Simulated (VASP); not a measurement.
Band structure of Be4S3Se (ordered alloy cell). Method: PBEsol GGA, VASP's PBE PAW potentials (set 64) (plane waves; VASP).

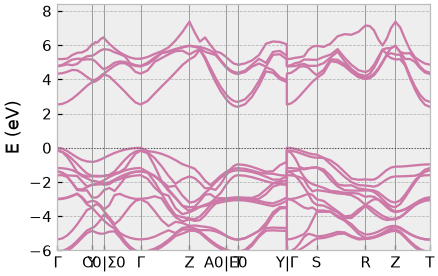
*Bands along high-symmetry lines, zero at the valence-band maximum or, without a gap, the Fermi level*

Task: Read the plot: is there a gap, and where are the band edges?

Result: The gap is indirect, 2.40 eV, from the valence maximum at Γ to the conduction minimum at T. (Edges off the drawn lines would not show.)

The structure was generated: Be4S3Se was put into an ordered model structure (Amm2), which need not be its known phase. It was relaxed first.
